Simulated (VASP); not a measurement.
Band structure of CdO (rock salt). Computed with PBEsol GGA with spin-orbit coupling, VASP's PBE PAW potentials (set 64) (plane waves; VASP 6.6.1).

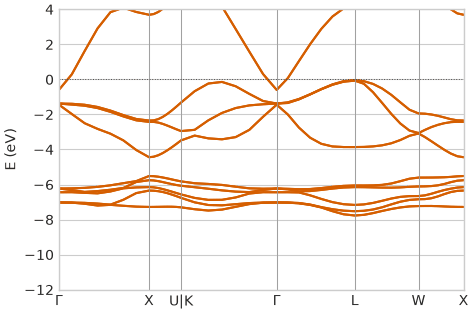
Fig. 1. Bands along high-symmetry lines, zero at the valence-band maximum or, without a gap, the Fermi level

**Question.** Read the plot: is there a gap, and where are the band edges?

**Answer.** It has no gap at this level: it comes out as a metal or semimetal.

The compound is CdO in the rock salt structure. It was relaxed first.
